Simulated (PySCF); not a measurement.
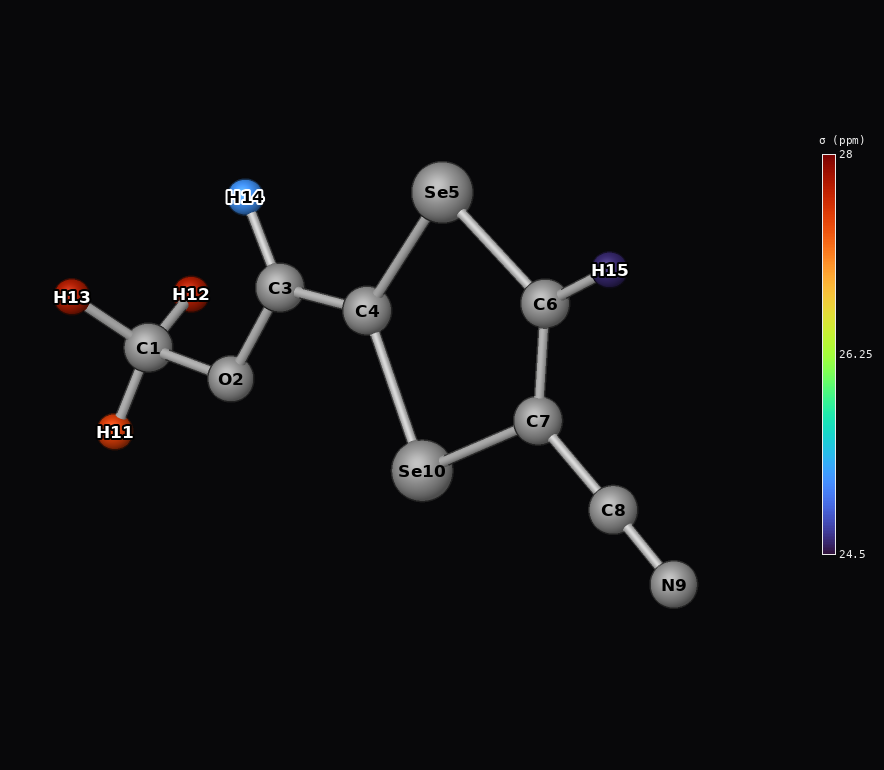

Atoms are coloured by their isotropic NMR shieldings (H only, the others grey). Computed geometry: PBE0-D3(BJ)/def2-SVP optimisation. No frequency run is at hand to confirm it as a minimum. Method: GIAO PBE0/pcSseg-1 NMR shielding, non-relativistic, gas phase (PySCF 2.14.0).

Which H atom is the most shielded (lowest chemical shift)?

H13 (27.71 ppm).

Which H atom is the least shielded (highest chemical shift)?

H15 (24.62 ppm).

How wide is the range of H shifts?

3.09 ppm.

Give the isotropic NMR shieldings of the H atoms atom by atom.

| atom | σ (ppm) |
| --- | --- |
| H11 | 27.45 |
| H12 | 27.70 |
| H13 | 27.71 |
| H14 | 25.17 |
| H15 | 24.62 |
